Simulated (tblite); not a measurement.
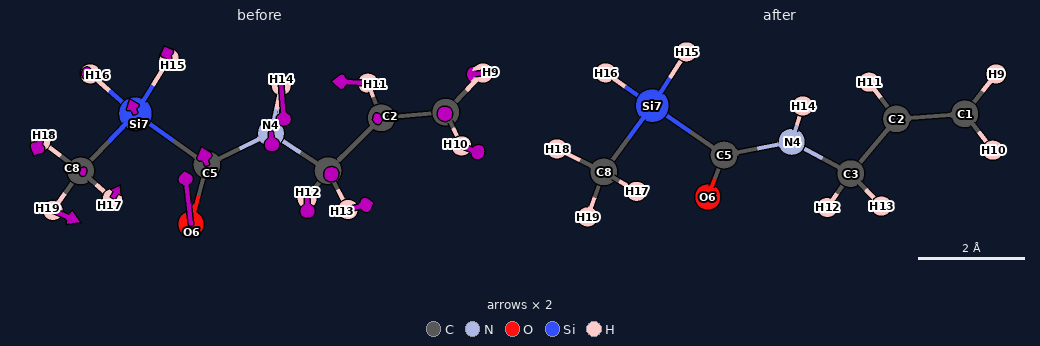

The structure of C$_{5}$H$_{11}$NOSi before (left) and after (right) a relaxation, at one scale. The purple arrows give the displacements, magnified 2 times.

Style: ball-and-stick. Shown at a tilt.

Level of theory: GFN2-xTB geometry optimisation, gas phase (tblite). 

> What changed between the two?

Over 81 geometry steps the energy falls by 0.236 eV. The atom that moves furthest after the best rigid fit is O6 (0.82 Å). By element the largest moves are O 0.82 Å, H 0.80 Å, N 0.42 Å, C 0.35 Å, Si 0.19 Å. Near-neighbour distances that change, for instance: Si7–C8 1.846 → 1.895 Å, C1–C2 1.357 → 1.320 Å, Si7–H15 1.499 → 1.474 Å, N4–C5 1.374 → 1.351 Å. Bond angles that change, for instance: H15–Si7–H16 104.8° → 110.6°, C5–Si7–C8 112.4° → 107.9°, C5–Si7–H16 111.7° → 107.4°. Groups turn about C3–N4 by about 40°, C5–Si7 by about 35°. Cost: 0.62 s on 1 thread of Arm Neoverse V1 (shared host).
